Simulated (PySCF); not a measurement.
System: C4H4B2F2Si (SMILES C#CC#CB[SiH2]B(F)F).

```xyz
13

C     4.0111    1.1464    1.4336
C     3.0481    0.5212    1.0594
C     1.9693   -0.1802    0.6458
C     0.9957   -0.8218    0.2780
B    -0.1923   -1.5687   -0.1862
Si   -1.5291   -0.6683   -1.3250
B    -2.9009    0.1146   -0.1226
F    -2.8088    1.3175    0.4216
F    -3.9649   -0.5397    0.3155
H     4.8474    1.6904    1.7561
H    -0.3363   -2.6767    0.1725
H    -2.1765   -1.5880   -2.2821
H    -0.9672    0.3925   -2.1843
```

Geometry: GFN2-xTB.

All numbers below come from PySCF 2.14.0, PBE0/pcSseg-1, SCF density, gas phase, non-relativistic.

### What will maps of the electron density and electron localisation function show?

C–C (1.21 Å): the density is about 2.7 e/Å³ at the midpoint; the ELF peaks at about 0.85 between the atoms: a short, multiple covalent bond.
C–B (1.48 Å): ρ is about 1.6 e/Å³ halfway; the ELF peaks at about 0.95 between the atoms; localised, covalent bonding.
Si–B (1.97 Å): ρ is about 0.81 e/Å³ halfway; the ELF peaks at about 1 between the atoms (localised, covalent bonding).
C–H (1.05 Å): ρ at the midpoint is about 2.2 e/Å³; the ELF climbs to about 1 towards the hydrogen, as it does in any bond to H: a covalent bond by its length.

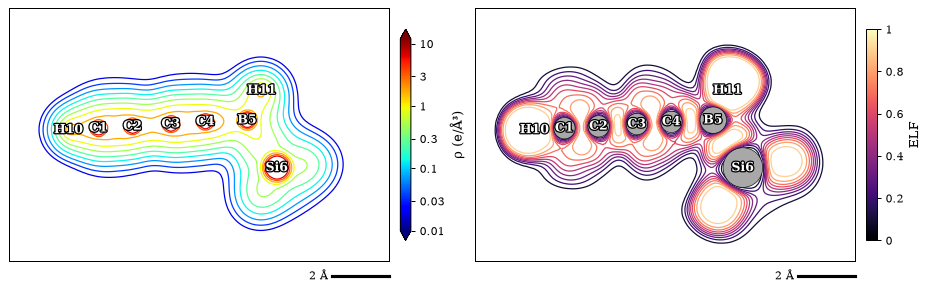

Computed electron density and electron localisation function on the plane of atoms C4, B5 and Si6, in this order. Grey discs cover the atomic cores in the ELF map. 
